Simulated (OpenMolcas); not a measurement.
**Geometry relaxation, with input and output: O₂ (part 1 of 2)**

System: O₂, multiplicity 3.
Method: CASSCF/cc-pVDZ-DK, DKH2 (OpenMolcas 26.06).

The geometry comes from this level: PBE0-D4/def2-TZVP.

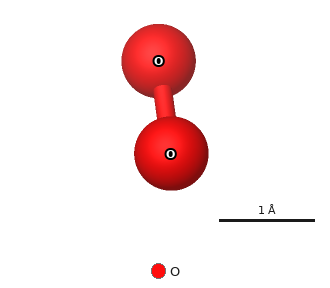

**Figure 1.** The structure as given in the input (ball-and-stick view, seen at an oblique angle). Bond lengths as drawn: O–O 1.19 Å.

The input
```
&GATEWAY
 Coord
 2
 bohr
 O      0.96290995    -0.31152135     0.49595862
 O     -0.96290995     0.31152135    -0.49595862
 Basis = cc-pVDZ-DK
 Group = NoSym
 RICD
>>> COPY $CurrDir/step2.RasOrb $Project.RasOrb
>>> EXPORT MOLCAS_MAXITER=40
>>> Do While

&SEWARD
 Relativistic = R02E00

&RASSCF
 FileOrb = $Project.RasOrb
 Spin = 3
 Nactel = 12 0 0
 Inactive = 2
 Ras2 = 8
 OrbListing = Nothing

&SLAPAF
>>> EndDo
```

Machine: 1 thread of Arm Neoverse V2, 24 GiB of memory available, shared host.

Launch command:
```bash
export MOLCAS_MEM=1860
pymolcas step10.inp > step10.log
```

Output
```
--- Start Module: gateway ---

                                              &GATEWAY

                       available to each process: 1.9 GB of memory, 1 thread

++    Symmetry information:
      ---------------------

                    Character Table for C1

                             E
                    a        1  x, y, xy, Rz, z, xz, Ry, yz, Rx, I
--

++    Basis set information:
      ----------------------

      Basis set label: O.CC-PVDZ-DK.........

      Electronic valence basis set:
      ------------------
      Associated Effective Charge   8.000000 au
      Associated Actual Charge      8.000000 au
      Nuclear Model: Point charge

      Shell  nPrim  nBasis  Cartesian Spherical Contaminant
         s       9       3        X
         p       4       2        X
         d       1       1                 X
--

++    Molecular structure info:
      -------------------------

                    ************************************************
                    **** Cartesian Coordinates / bohr, angstrom ****
                    ************************************************

     Center  Label                x              y              z                     x              y              z
        1      O1               0.962910      -0.311521       0.495959              0.509550      -0.164850       0.262450
        2      O2              -0.962910       0.311521      -0.495959             -0.509550       0.164850      -0.262450
--

            Nuclear Potential Energy             28.39299303 au

--- Stop Module: gateway /rc=_RC_ALL_IS_WELL_ ---

>>> COPY step2.RasOrb step10.RasOrb

>>> EXPORT MOLCAS_MAXITER = 40

--- Start Module: seward ---

                                              &SEWARD

                       available to each process: 1.9 GB of memory, 1 thread

               SEWARD will generate:
                  Multipole Moment integrals up to order  2
                  Kinetic Energy integrals
                  Nuclear Attraction integrals (point charge)
                  One-Electron Hamiltonian integrals
                  Velocity integrals
                  Relativistic Douglas-Kroll-Hess integrals:
                    - Parametrization         : EXP
                    - DKH order of Hamiltonian: 2
                    - DKH order of Properties : 0
                         - multipole moment operators
                         - electric potential operators
                         - contact operators
                  Orbital angular momentum around ( -0.0000   0.0000   0.0000 )
                  Velocity quadrupole around ( -0.0000   0.0000   0.0000 )
                  RI decomposed two-electron repulsion integrals stored Cholesky style
                   - acCD auxiliary basis
                   - CD Threshold:   1.00E-04

                   Integrals are discarded if absolute value <: 1.00E-14
                   Integral cutoff threshold is set to       <: 1.00E-16

            Nuclear Potential Energy             28.39299303 au

      Basis set specifications :
      Symmetry species         a
      Basis functions           28

--- Stop Module: seward /rc=_RC_ALL_IS_WELL_ ---

--- Start Module: rasscf ---

                                              &RASSCF

                       available to each process: 1.9 GB of memory, 1 thread

      Header of the ONEINT file:
      --------------------------

      OrdInt status: non-squared

      Cartesian coordinates in angstrom:
      -----------------------------------------------------
      No.  Label        X            Y            Z
      -----------------------------------------------------
       1   O1         0.50955000  -0.16485000   0.26245000
       2   O2        -0.50955000   0.16485000  -0.26245000
      -----------------------------------------------------
      Nuclear repulsion energy =   28.39299303

++    Wave function specifications:
      -----------------------------

      Number of closed shell electrons           4
      Number of electrons in active shells      12
      Max number of holes in RAS1 space          0
      Max nr of electrons in RAS3 space          0
      Number of inactive orbitals                2
      Number of active orbitals                  8
      Number of secondary orbitals              18
      Spin quantum number                      1.0
      State symmetry                             1
--

++    Orbital specifications:
      -----------------------

      Symmetry species                           1
                                                 a
      Frozen orbitals                            0
      Inactive orbitals                          2
      Active orbitals                            8
      RAS1 orbitals                              0
      RAS2 orbitals                              8
      RAS3 orbitals                              0
      Secondary orbitals                        18
      Deleted orbitals                           0
      Number of basis functions                 28
--

++    CI expansion specifications:
      ----------------------------

      Number of CSFs                           378
      Number of determinants                   448
      Number of root(s) required                 1
      Root chosen for geometry opt.              1
      CI root used                               1

      highest root included in the CI            1
      max. size of the explicit Hamiltonian    200
--

++    Optimization specifications:
      ----------------------------

      RASSCF algorithm: LK RI/DF
      Maximum number of macro iterations       200
      Maximum number of SX iterations          100
      Threshold for RASSCF energy            1.000E-08
      Threshold for max MO rotation          1.000E-01
      Threshold for max BLB element          1.000E-04
      Level shift parameter                  5.000E-01
      Make Quasi-Newton update
--

      The MO-coefficients are taken from the file:
      step10.RasOrb
      Title: RASSCF average (pseudo-natural) orbitals

      Total molecular charge    0.00

      ************************************************************************************************************************
      *                                            Wave function control section                                             *
      ************************************************************************************************************************

                                         RASSCF iterations: Energy and convergence statistics
                                         ----------------------------------------------------

          iter iter root      energy       change     param      element    value   shift minimum  type update hh:mm:ss
 Nr of preliminary CI iterations:   4
        1   1    7    1  -149.81531839    0.00E+00   1.26E-02    5  25 1 -3.58E-02*  0.00   0.00    SX    NO    0:00:00
        2   1    6    1  -149.81688768   -1.57E-03*  2.05E-03    6  12 1  4.67E-03*  0.00   0.00    SX    NO    0:00:00
        3   1    6    1  -149.81692129   -3.36E-05*  5.01E-04    7  13 1 -8.36E-04*  0.00   0.00    SX    NO    0:00:00
        4   4    6    1  -149.81693479   -1.35E-05* -1.64E-03    5  25 1 -5.68E-04*  0.00   0.00    SX    NO    0:00:00
        5   3    5    1  -149.81693605   -1.26E-06* -7.38E-04    5  17 1 -1.63E-04*  0.00   1.45    LS   YES    0:00:00
        6   4    5    1  -149.81693617   -1.21E-07*  7.86E-05    7  13 1  1.08E-04*  0.00   0.91    QN   YES    0:00:00
        7   1    5    1  -149.81693619   -1.52E-08*  1.79E-05    5  14 1 -2.89E-05   0.00   0.96    QN   YES    0:00:00
        8   1    3    1  -149.81693619   -8.04E-10  -4.27E-06    1  11 1  2.64E-06   0.00   0.95    QN   YES    0:00:00
      Convergence after  8 iterations
        9   1    3    1  -149.81693619   -1.07E-11  -4.27E-06    2  14 1  3.22E-07   0.00   0.95    QN   YES    0:00:00

      ************************************************************************************************************************
                                                      Wave function printout:
                       occupation of active orbitals, and spin coupling of open shells (u,d: Spin up or down)
      ************************************************************************************************************************

      Note: transformation to natural orbitals
      has been made, which may change the order of the CSFs.

      printout of CI-coefficients larger than  0.05 for root  1
      energy=    -149.816936
      conf/sym  11111111     Coeff  Weight
             1  22222uu0   0.97110 0.94304
            18  222uu220   0.15035 0.02261
            49  22u2du2u  -0.06822 0.00465
            54  22u2uu2d  -0.08002 0.00640
           118  22ud22uu  -0.06822 0.00465
           139  22022uu2  -0.07977 0.00636
           176  22uu22ud  -0.08002 0.00640

      Natural orbitals and occupation numbers for root  1
      sym 1:   1.999107   1.997131   1.961438   1.963783   1.963783   1.035702   1.035702   0.043353

      ************************************************************************************************************************
      *                                                    Final results                                                     *
      ************************************************************************************************************************

++    Final optimization conditions:
      ------------------------------

      Average CI energy                            -149.81693619
      RASSCF energy for state  1                   -149.81693619
      Super-CI energy                                -0.00000000
      RASSCF energy change                            0.00000000
      Max change in MO coefficients              -1.623E-05
      Max non-diagonal density matrix element    -4.274E-06
      Maximum BLB matrix element                  3.217E-07
      (orbital pair   2,  14 in symmetry   1)
      Norm of electronic gradient            7.369E-07
--

      Final state energy(ies):
      ------------------------

::    RASSCF root number  1 Total energy:   -149.81693619
      Von Neumann Entropy (Root   1) =  1.18514

      Mulliken population analysis for root number:  1
      -----------------------------------------------

++    Molecular charges:
      ------------------

      Mulliken charges per centre
      ---------------------------

                O1      O2
      Total    8.0000  8.0000

      N-E     -0.0000  0.0000

      Total electronic charge=   16.000000

      Total            charge=   -0.000000
--

      Expectation values of various properties for root number:  1
      -----------------------------------------------------------

++    Molecular properties:
      ---------------------

      Charge (e):
                      =   -0.0000
      Dipole Moment (debye):
      Origin of the operator (angstrom)=   -0.0000    0.0000    0.0000
                   X= -5.3447E-09               Y=  1.7953E-09               Z= -2.8831E-09           Total=  6.3326E-09
      Quadrupole Moment (debye*angstrom):
      Origin of the operator (angstrom)=   -0.0000    0.0000    0.0000
                  XX= -1.0224E+01              XY=  1.5742E-01              XZ= -2.5062E-01              YY= -9.7881E+00
                  YZ=  8.1081E-02              ZZ= -9.8663E+00
      In traceless form (debye*angstrom)
                  XX= -3.9657E-01              XY=  2.3613E-01              XZ= -3.7593E-01              YY=  2.5690E-01
                  YZ=  1.2162E-01              ZZ=  1.3967E-01
--

      Mulliken spin population analysis for root number:  1
      ---------------------------------------------------

++    Molecular charges:
      ------------------

      Mulliken spin population per centre
      ---------------------------

                O1      O2
      Total    1.0000  1.0000

      Total electronic spin=    2.000000
--

      Average orbitals are written to the RASORB file
      Natural orbitals for root   1 are written to the RASORB.1 file
      Spin density orbitals for root   1 are written to the SPDORB.1 file

--- Stop Module: rasscf /rc=_RC_ALL_IS_WELL_ ---

--- Start Module: slapaf ---

                                              &SLAPAF

                       available to each process: 1.9 GB of memory, 1 thread

--- Stop Module: slapaf /rc=_RC_INVOKED_OTHER_MODULE_ ---

--- Start Module: alaska ---

                                              &ALASKA

                       available to each process: 1.9 GB of memory, 1 thread

                     Threshold for contributions to the gradient: 1.000E-07

                    ********************************************
                    * Symmetry Adapted Cartesian Displacements *
                    ********************************************

           Irreducible representation : a
           Basis function(s) of irrep: x, y, xy, Rz, z, xz, Ry, yz, Rx, I

 Basis Label        Type   Center Phase
   1   O1           x         1     1
   2   O1           y         1     1
   3   O1           z         1     1
   4   O2           x         2     1
   5   O2           y         2     1
   6   O2           z         2     1

                     No automatic utilization of translational and rotational invariance of the energy is employed.

 RI-ERI gradients!

 **************************************************
 *              Molecular gradients               *
 **************************************************

  Irreducible representation: a
 ------------------------------------------------------------------------------------------
                              X                       Y                       Z
 ------------------------------------------------------------------------------------------
  O1               -3.58088023732854E-02    1.15848908700582E-02   -1.84437647402680E-02
  O2                3.58088023732943E-02   -1.15848908700582E-02    1.84437647402698E-02
 ------------------------------------------------------------------------------------------

--- Stop Module: alaska /rc=_RC_ALL_IS_WELL_ ---

--- Start Module: slapaf ---

                                              &SLAPAF

                       available to each process: 1.9 GB of memory, 1 thread

++       Slapaf input parameters:
         ------------------------

 Maximum number of iterations:                40
 Convergence test a la Schlegel.
 Convergence criterion on gradient/para.<=: 3.0E-04
 Convergence criterion on step/parameter<=: 3.0E-04
 Convergence criterion on energy change <=: 0.0E+00
 Parameters for step-restricted optimization
 Maximum step length (initial seed):       3.00E-01

 -RFO activated with parameters:
   Maximum number of data points used in RFO:      5
 Line search is performed

 -Optimization for minimum.
  Optimization method: RS-RFO.

 -Initial Hessian guessed by Hessian Model Function (HMF).
  HMF augmented with weak interactions.

 -Hessian update method: Broyden-Fletcher-Goldfarb-Shanno
  Maximum number of points in Hessian update:  5

 -Relaxation will be done on non-redundant internal coordinates, based on
  force constant weighted redundant internal coordinates.

--

 ******************************************
 * Statistics of the internal coordinates *
 ******************************************
 Translations and Rotations:         0
 Bonds                     :         1
 Angles                    :         0
 Torsions                  :         0
 Out-of-plane angles       :         0

**********************************************************************************************************************
*                                    Energy Statistics for Geometry Optimization                                     *
**********************************************************************************************************************
                       Energy     Grad      Grad              Step                 Estimated   Geom       Hessian
Iter      Energy       Change     Norm      Max    Element    Max     Element     Final Energy Update Update   Index
  1   -149.81693619  0.00000000 0.059273  0.041912 nrc001   0.038433  nrc001     -149.81774160 RS-RFO  None      0
```
